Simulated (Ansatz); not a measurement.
```
atom    x (Å)    y (Å)    z (Å)
   B   0.3065   0.9192  -0.6012
   B  -1.1704   0.4014   0.1261
   B   0.2977   0.5367   1.0817
   B  -0.3434  -1.0299   0.6735
   B  -0.3287  -0.6295  -1.0210
   B   1.1395  -0.4941  -0.0654
  Cl   0.8192   2.4568  -1.6067
   H  -2.3084   0.8555   0.2133
   H   0.6112   1.1247   2.1136
   H  -0.6738  -2.0208   1.3216
   H  -0.6345  -1.1946  -2.0680
   H   2.2851  -0.9253  -0.1676
```

Geometry: PBE-D4/def2-SVPD; the highest occupied orbital lies above zero, a sign that basis and functional describe the outermost electron poorly.

Method: RKS PBE0-D4/def2-TZVPD in Ansatz.

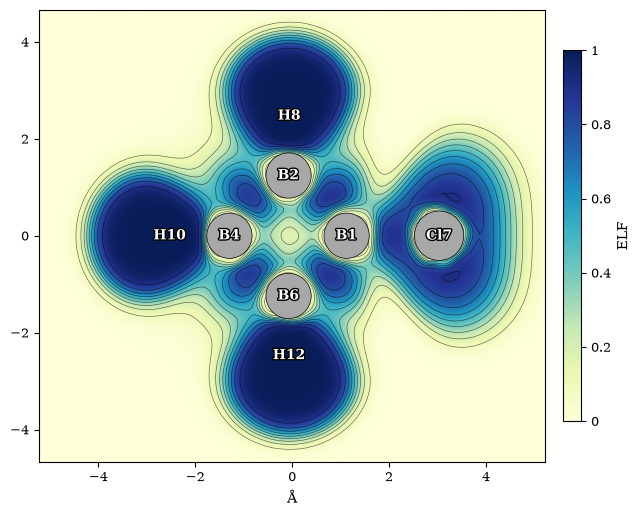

B₆ClH₅ (charge −2). Electron localisation function on the plane of atoms B1, B2 and H8. Grey discs cover the atomic cores.

Q: What does the map show?

A:
- The section cuts through B, Cl and H sites.
- B–B (1.73 Å): the ELF peaks at about 0.80 between the atoms: a shared electron pair.
- B–Cl (1.91 Å): the ELF peaks at about 0.90 between the atoms: a shared but strongly polarised pair.
- B–H (1.23 Å): the ELF climbs to about 1 towards the hydrogen, as it does in any bond to H; a covalent bond by its length.
- The ELF also peaks beside Cl7, away from the bonds: lone-pair regions.
